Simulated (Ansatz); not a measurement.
Consider Rb$_{2}$ZnNiC$_{6}$N$_{6}$.

Rb$_{2}$ZnNiC$_{6}$N$_{6}$, 64 atoms, a = 10.73 Å, b = 10.73 Å, c = 10.73 Å, α = 90.00°, β = 90.00°, γ = 90.00°.

Space group Fm-3m; a structure generated by program, which may or may not match a known phase; spin-polarised.

The calculation used DFT PBE, scalar-relativistic, plane waves, PAW (Ansatz 0.2.0).

What can the converged valence pseudo-density, electron localisation function and spin density tell about the bonding?

Answer. C–N (1.17 Å): ρ at the midpoint is about 3.5 e/Å³; the ELF peaks at about 0.85 between the atoms.
Ni–C (2.05 Å): ρ at the midpoint is about 0.59 e/Å³; the ELF peaks at about 0.95 in the valence shell of C, 0.7 Å from its nucleus, and is about 0.30 at the midpoint.
Zn–N (2.14 Å): ρ at the midpoint is about 0.43 e/Å³; the ELF peaks at about 0.90 in the valence shell of N, 0.7 Å from its nucleus, and is about 0.20 at the midpoint (no shared electron pair shows on this line).
Rb–C (3.85 Å): the density is about 0.02 e/Å³ at the midpoint; the ELF is about 0 at the midpoint: no localised pair shows between them.
The spin density sits on Ni: +1.4 μB (×4) in one cell of 64 atoms: parallel main moments, as they must be, since the calculation's own cell holds one magnetic site. The cell of the calculation (16 atoms) carries 2.0 μB of net spin moment.

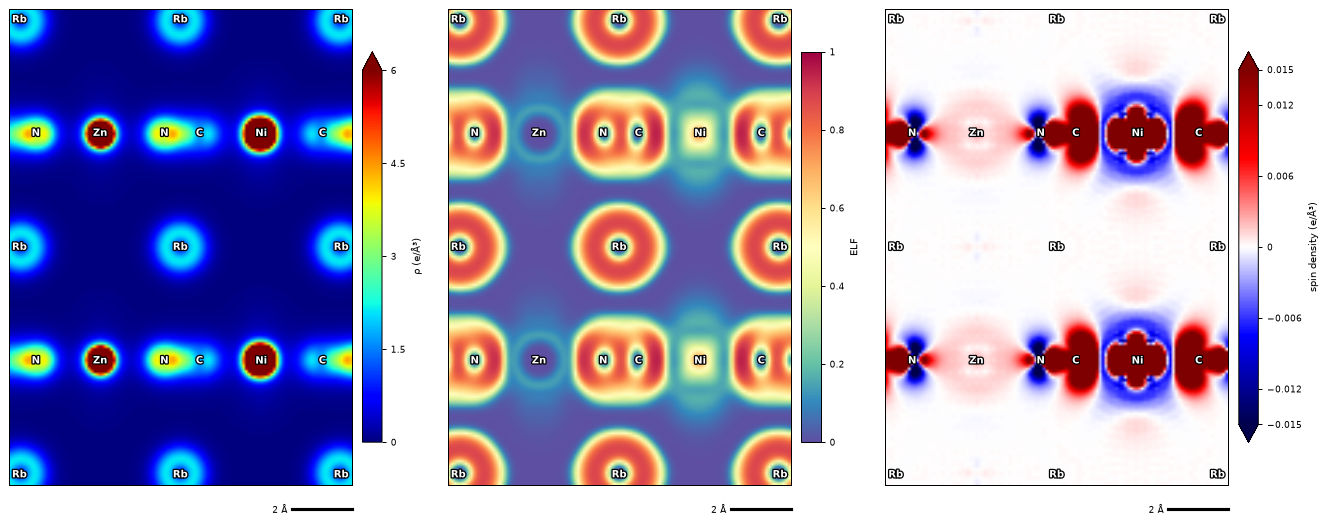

Computed valence pseudo-density, electron localisation function and spin density on the (110) plane of the conventional cell, in this order. 

The density is the valence pseudo-density of a PAW calculation; it isn't the true density close to the nuclei.
